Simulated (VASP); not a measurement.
Band structure of AlPd₃ (ordered alloy cell). Method: PBEsol GGA, VASP's PBE PAW potentials (set 64) (plane waves; VASP).

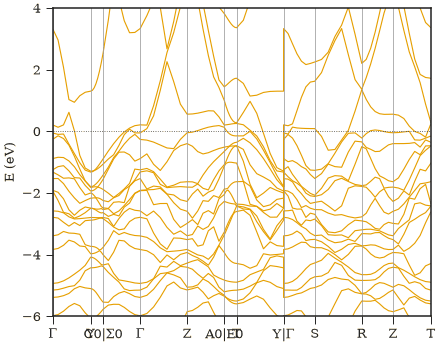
Bands along high-symmetry lines, zero at the valence-band maximum or, without a gap, the Fermi level

Question: Read the plot: is there a gap, and where are the band edges?

Answer: It has no gap at this level: it comes out as a metal or semimetal. (Edges off the drawn lines would not show.)

The structure was generated: AlPd3 was put into an ordered model structure (Cmmm), which need not be its known phase. It was relaxed first, which changed the volume by -6 %. The electron count is odd and the run is not spin-polarised, which forces a metal.
